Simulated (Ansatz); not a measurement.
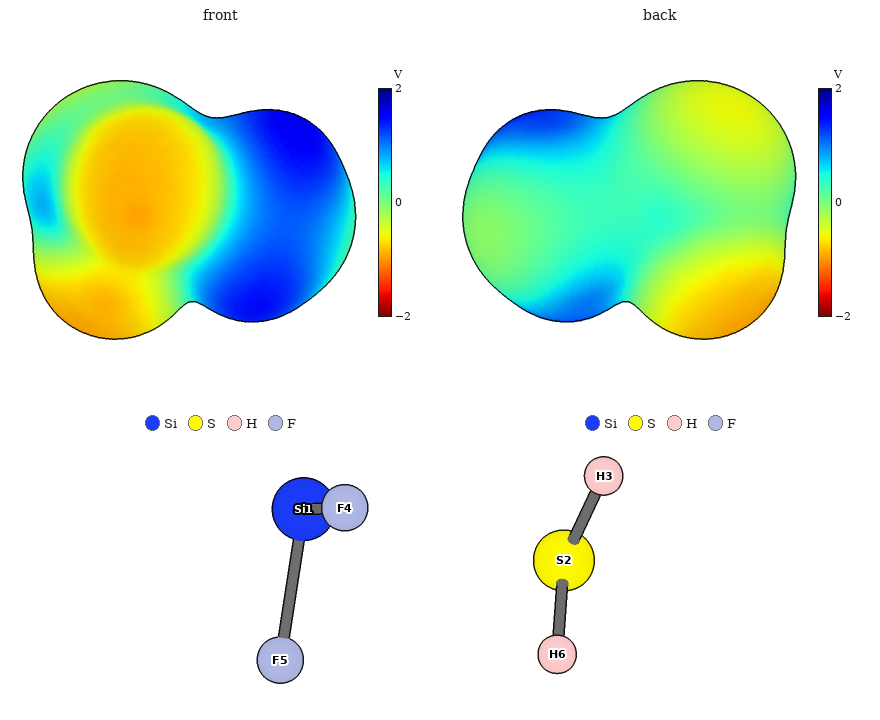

Figure. F2Si···H2S. The electrostatic potential painted on the density surface at 0.001 e/bohr³, seen from the front and from behind; the colour scale runs from red (negative) to blue (positive). The bare structure is drawn below in the same view.

The product side of a reaction path; geometry: PBE0-D4/def2-TZVP.

All numbers below come from Ansatz, RKS PBE0-D4/def2-TZVPP.

```yaml
atoms:
  - { symbol: Si, position_ang: [-0.9413, 1.2192, -0.3400] }
  - { symbol: S, position_ang: [0.7926, -0.9894, -0.8443] }
  - { symbol: H, position_ang: [1.8589, -0.3174, -0.3807] }
  - { symbol: F, position_ang: [-0.1438, 1.4050, 1.0596] }
  - { symbol: F, position_ang: [-2.0351, 0.1199, 0.1253] }
  - { symbol: H, position_ang: [0.4687, -1.4374, 0.3800] }
```

Q: Where is the surface potential most negative and most positive?

A: The most negative region (about −0.9 V) lies over F4 and F5, the most positive (about +1.6 V) over H3.
